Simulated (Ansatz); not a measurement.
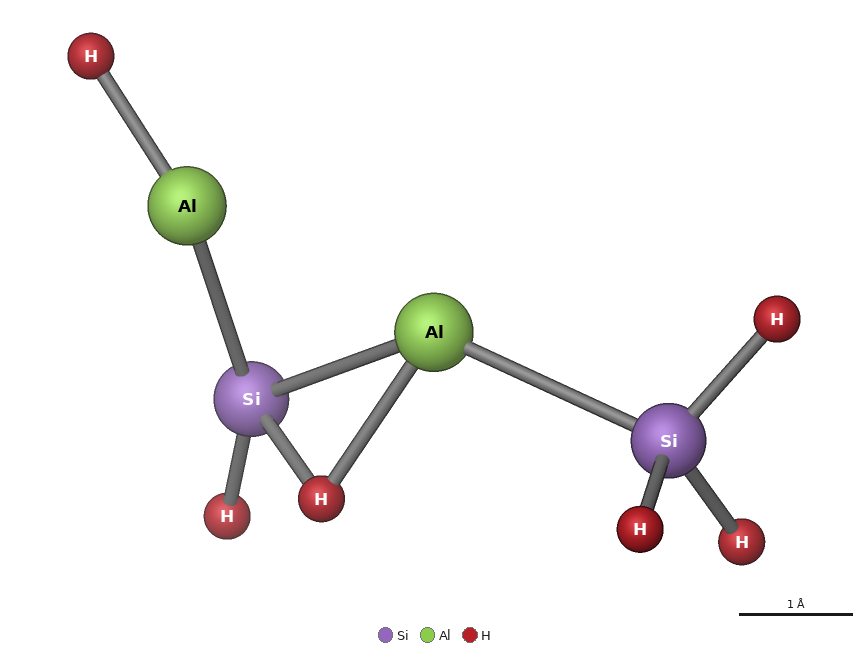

A ball-and-stick model of a molecule.

The geometry was computed by an optimisation with PBE0-D4/def2-TZVP.

Description:

Formula Al₂H₆Si₂. The point group is C1. Coordination, clear cases only: 1 Si tetrahedral; 1 Al bent.

More results for the same structure follow; atom numbers are the same in all pictures, views and colours differ.

Geometry

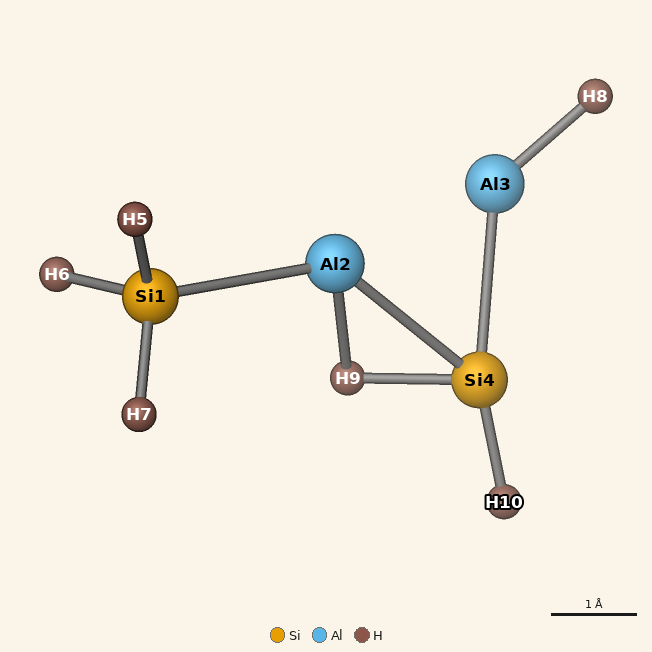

Atoms carry their numbers in the input.

Estimate the angles Al2–Si1–H5, Al2–Si1–H6, Al2–Si1–H7, Si1–Al2–Si4, Si1–Al2–H9, Si4–Al2–H9, Si4–Al3–H8, Al2–Si4–Al3, Al2–Si4–H9, Al2–Si4–H10, Al3–Si4–H9, Al3–Si4–H10, Al2–H9–Si4.

| angle | degrees |
| --- | --- |
| Al2–Si1–H5 | 110.3 |
| Al2–Si1–H6 | 111.0 |
| Al2–Si1–H7 | 111.8 |
| Si1–Al2–Si4 | 136.1 |
| Si1–Al2–H9 | 104.5 |
| Si4–Al2–H9 | 40.4 |
| Si4–Al3–H8 | 135.8 |
| Al2–Si4–Al3 | 62.4 |
| Al2–Si4–H9 | 50.3 |
| Al2–Si4–H10 | 139.6 |
| Al3–Si4–H9 | 92.7 |
| Al3–Si4–H10 | 157.2 |
| Al2–H9–Si4 | 89.3 |

Electronic properties

Level of theory: RKS B3LYP-D4/def2-TZVPP (Ansatz 0.2.0).

Give the dipole moment at this level.

Answer. 0.37 D.

Estimate the HOMO energy (Kohn–Sham orbital).

Answer. −5.95 eV.

What is the HOMO–LUMO gap?

Answer. 3.96 eV.

What is the dispersion correction?

Answer. −37.0 kJ/mol.

Vibrations

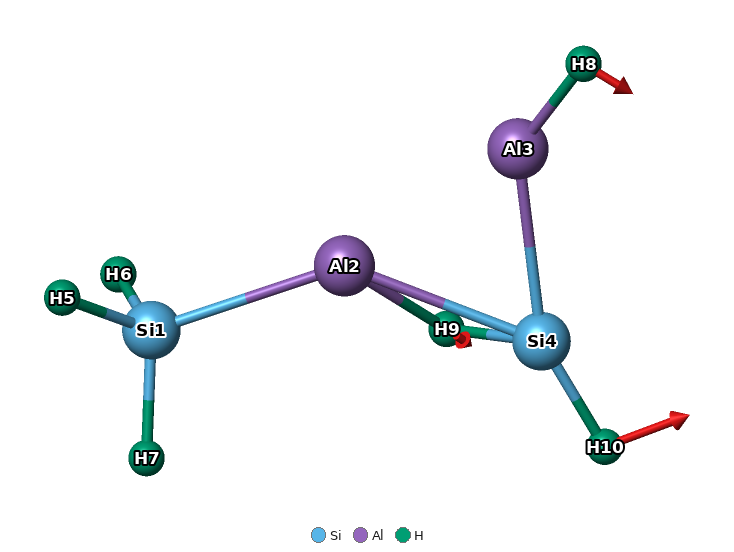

The arrows show one normal mode. Harmonic vibrations computed with RKS PBE0-D4/def2-TZVP (Ansatz 0.2.0) at a stationary point of the same level.

At what wavenumber does it lie?

Answer. 567 cm⁻¹; it is mode 14 of 24 counted from the lowest.

Charges

The questions are on Mulliken charges. Method: RKS r2SCAN-D4/def2-TZVPP (Ansatz 0.2.0).

Which atom carries the highest charge (most positive or least negative)?

Answer. Al3 (0.25 e).

And the lowest?

Answer. H8 (−0.13 e).

Give the Mulliken charges atom by atom.

```json
{"atom": "Si1", "value (e)": "0.03"}
{"atom": "Al2", "value (e)": "0.18"}
{"atom": "Al3", "value (e)": "0.25"}
{"atom": "Si4", "value (e)": "−0.04"}
{"atom": "H5", "value (e)": "−0.06"}
{"atom": "H6", "value (e)": "−0.06"}
{"atom": "H7", "value (e)": "−0.06"}
{"atom": "H8", "value (e)": "−0.13"}
{"atom": "H9", "value (e)": "−0.05"}
{"atom": "H10", "value (e)": "−0.06"}
```

Mulliken values depend strongly on the basis set and can even reverse the polarity of a bond.
